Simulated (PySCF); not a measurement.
# CH₃CuNO, charge +1, SMILES `[Cu+].NC=O`: electronic structure

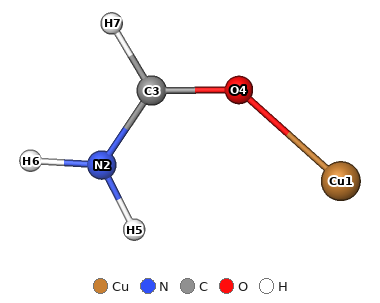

The molecule, with its atoms numbered as below. The pair's geometry is semi-empirical, so its contact may be too short or too long.

Cartesian coordinates (Å):

```
Cu1     -1.2141    0.1253    0.0000
N2       2.1242    0.7042    0.0000
C3       1.6399   -0.5149    0.0000
O4       0.4380   -0.8168    0.0000
H5       1.5022    1.5059    0.0000
H6       3.1185    0.8831    0.0000
H7       2.3735   -1.3266    0.0000
```

## 1. Bonding charge

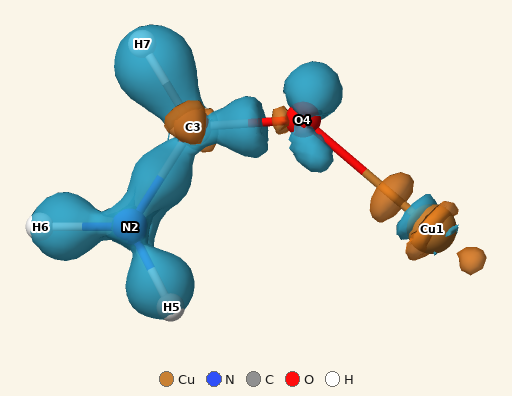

Deformation density (molecule less spherical, spin-averaged free atoms at the same positions), surfaces at ±0.2 e/Å³; light blue: gain, orange: loss.

Method: r2SCAN/def2-SVP; geometry: GFN2-xTB; program: PySCF. This is a single-reference result, which may miss multireference character in this system.

**Describe the bonding that the map shows.**

C3–H7: +0.79 e/Å³ at the bond critical point (bond length 1.09 Å, Mayer order 0.9). N2–H6: +0.75 e/Å³ at the bond critical point (bond length 1.01 Å, Mayer order 0.9). N2–H5: +0.75 e/Å³ at the bond critical point (bond length 1.01 Å, Mayer order 0.9). N2–C3: +0.48 e/Å³ at the bond critical point (bond length 1.31 Å, Mayer order 1.4). C3–O4: +0.46 e/Å³ at the bond critical point (bond length 1.24 Å, Mayer order 1.6). Cu1–O4: −0.05 e/Å³ at the bond critical point (bond length 1.90 Å, Mayer order 0.5); up to 0.6 Å beside the axis the gain reaches +0.16 e/Å³. In all, 1.2 electrons gather in the regions of gain relative to the promolecule of neutral atoms (the regions of loss give up this much and the cation's charge besides). A small or negative value marks a very polar bond, one between electron-rich atoms, whose free-atom densities already overlap strongly, a long bond to a heavier atom, or a closed-shell contact such as a hydrogen bond.

**Where do the Hirshfeld charges lie?**

The highest Hirshfeld charge is on Cu1 (+0.65 e), the lowest on O4 (−0.21 e).

```
atom  charge (e)
 Cu1       +0.65
  N2       −0.08
  C3       +0.20
  O4       −0.21
  H5       +0.16
  H6       +0.19
  H7       +0.10
```

## 2. Bond critical points

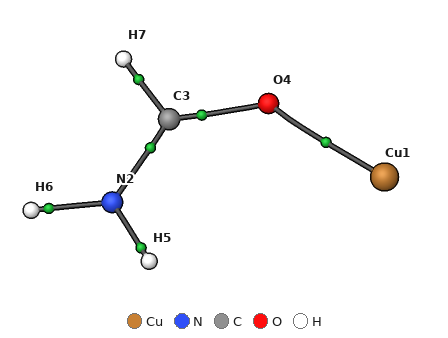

Molecular graph of the electron density (QTAIM): bond paths, bond critical points (green), ring points (magenta, if any); weak paths are dashed.

**How many critical points of each kind are there, and does the count close?**

7 nuclei, 6 bond, 0 ring and 0 cage critical points: 7 − 6 + 0 − 0 = 1, as the Poincaré–Hopf relation requires.

**What does the calculation give at each kind of bond critical point?**

```tsv
bond	length (Å)	ρ (a.u.)	∇²ρ (a.u.)	ε	H (a.u.)
C3–O4	1.239	0.375	+0.17	0.02	−0.642
N2–C3	1.312	0.350	−0.82	0.12	−0.606
N2–H6	1.010	0.329	−1.64	0.04	−0.452
N2–H5	1.015	0.327	−1.58	0.04	−0.438
C3–H7	1.094	0.288	−1.19	0.02	−0.323
Cu1–O4	1.902	0.088	+0.66	0.02	+0.007
```

**What kind of interaction is N2–C3?**

Shared-shell (covalent): ρ = 0.350, ∇²ρ = −0.82, H = −0.606 a.u.

## 3. Electrostatic potential

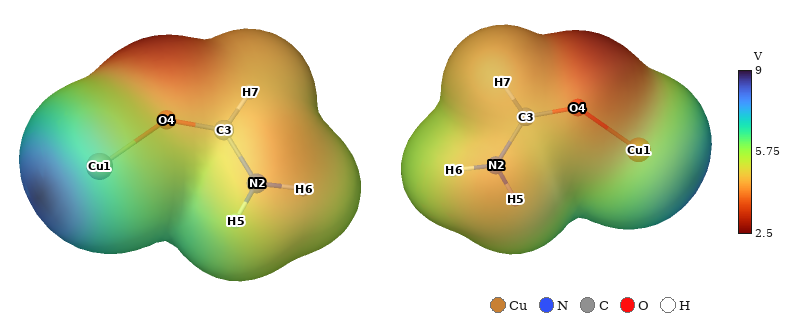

Electrostatic potential on the surface of electron density 0.001 a.u. (back view left, front view right).

**Where are the extremes of the potential on the surface?**

Highest: 8.71 V, 1.5 Å from Cu1. Further maxima include 5.76 V, 1.2 Å from H6. Lowest: 2.92 V, 1.7 Å from O4. Further minima include 4.21 V, off the molecular plane, over N2 (1.9 Å), and at like points elsewhere. The surface is sampled at points, so like sites can differ by a few per cent and only the strongest of them is named.

The PySCF run shown took 24 s on 1 thread of Arm Neoverse V1, on a shared host.
